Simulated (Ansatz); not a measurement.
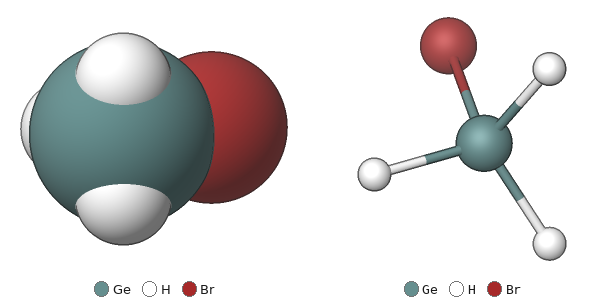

Two views of one molecule.

The computed structure is the end point of a PBE0-D4/def2-TZVP optimisation.

Description:

It has 5 atoms: 1 bromine, 1 germanium and 3 hydrogen (BrGeH3). Coordination: 1 Ge tetrahedral.

More results for the same structure follow; atom numbers are the same in all pictures, views and colours differ.

**Shape**

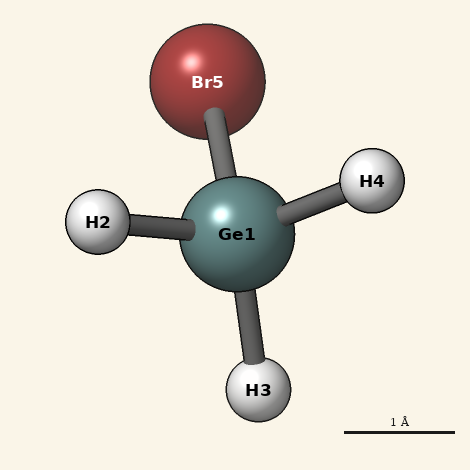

Atoms carry their numbers in the input.

List the bonds and their lengths.

```
   bond  length (Å)
 Ge1–H2       1.532
 Ge1–H3       1.532
 Ge1–H4       1.532
Ge1–Br5       2.309
```

**Dipole moment**

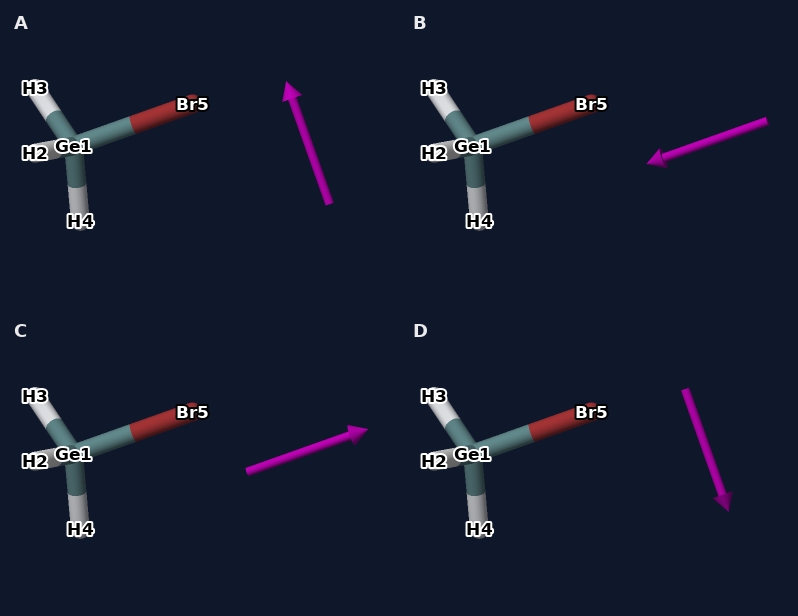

The same molecule four times, each with an arrow. Method: RKS PBE0-D4/def2-TZVP (Ansatz 0.2.0).

**Which arrow points along the dipole moment, from the negative to the positive end?**

B. The dipole moment is 1.90 D; it points from the side of Br5 to the side of H2, H3, H4 (the outermost atoms at the two ends).

**Thermal motion**

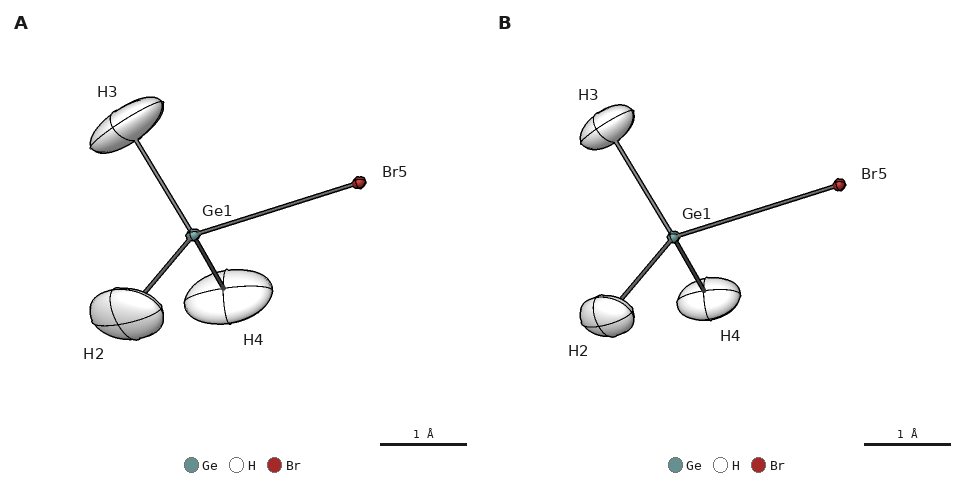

Displacement ellipsoids at the 50 % level, scaled by 1.5, from the internal vibrations of the free molecule (harmonic, no overall translation or rotation; no half-axis is drawn under 0.075 Å). Vibrations computed with RKS PBE0-D4/def2-TZVP (Ansatz 0.2.0). One panel is for 298 K, the other for 900 K.

**Which panel is for 900 K?**

A.

**How much does the mean-square displacement of H4 grow, and why?**

U_eq goes from 0.0163 to 0.0282 Å², a factor of 1.7. Modes below kT (626 cm⁻¹ at 900 K) grow about in proportion to T, and the lowest lies at 309 cm⁻¹; the mean-square amplitude of a mode is its zero-point value times coth(ħω/2kT), which comes close to 1 only above about 3kT.

**Vibrations**

Harmonic vibrations computed with RKS PBE0-D4/def2-TZVP (Ansatz 0.2.0) at a stationary point of the same level.

**How many vibrational modes are there, and where do they lie?**

9 modes: 309, 572, 572, 833, 870, 870, 2177, 2189, 2189 cm⁻¹.
